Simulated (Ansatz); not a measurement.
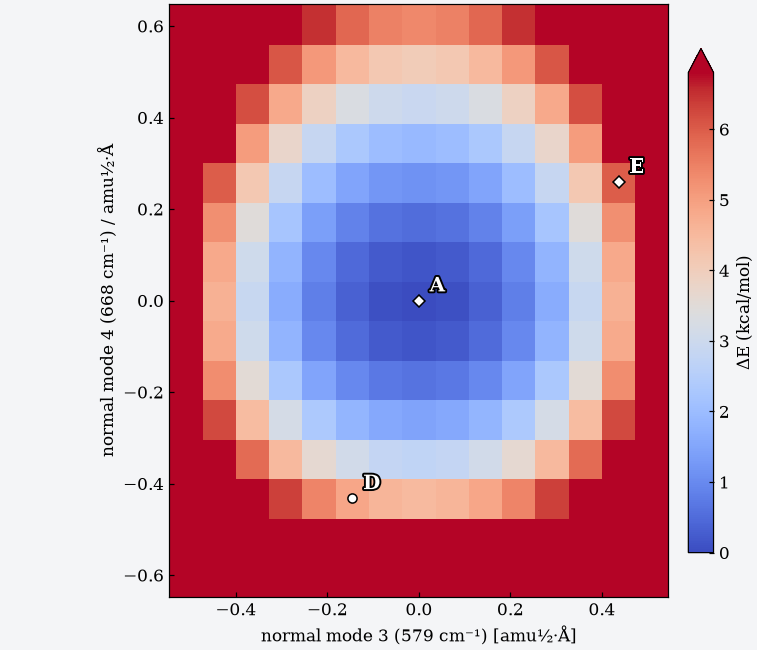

CH2NS, SMILES N=[C]S, spin multiplicity 2. Coordinates scanned: (1) normal mode 3 (579 cm⁻¹); (2) normal mode 4 (668 cm⁻¹). Nothing is relaxed (straight displacements along the two mass-weighted modes). The scan uses a 15 × 15 grid; 120 points were computed and 105 follow by symmetry. Energies: kcal/mol, counted from the lowest grid point. Computed with UKS SPW92 (LDA)/def2-TZVP in Ansatz.

The picture shows one coloured cell a grid point, one colour for all values above the top of the scale, lettered points.

Question: Is D the lowest point of the computed grid?

Answer: No. D lies 4.9 kcal/mol above the lowest grid point, which is at normal mode 3 (579 cm⁻¹) = 0.000 amu½·Å, normal mode 4 (668 cm⁻¹) = 0.000 amu½·Å.

Question: What kind of point is each of A, D, E: minimum, saddle, maximum or slope?

Answer: A: minimum; D: on a slope; E: on a slope. (In these two coordinates alone; a stationary point may lie a little off the grid point.)
